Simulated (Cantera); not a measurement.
A closed system holds: 1 mol Si, 6.6 mol Br₂, 61 mol H₂, at 1475 K.

Equilibrium computed with Cantera from the NASA thermochemical tables; the gas is ideal and each condensed phase is pure. Candidate condensed phases: Br₂, Si; 19 gas species. The tables' values for SiBr₃, SiBr are old estimates; treat these amounts as uncertain. Equilibrium is a limit: real reactors are often held back by kinetics, nucleation or transport.

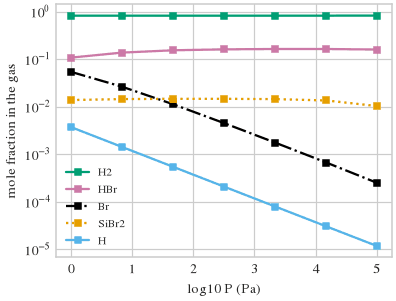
Figure: Equilibrium gas composition (values under 1e-9 drawn at 1e-9)

### Question
Read off the mole fractions at 0.150 bar.

### Answer
H₂ about 0.82, HBr about 0.16, SiBr₂ about 0.014, Br about 0.00067, H about 3.0e-5.
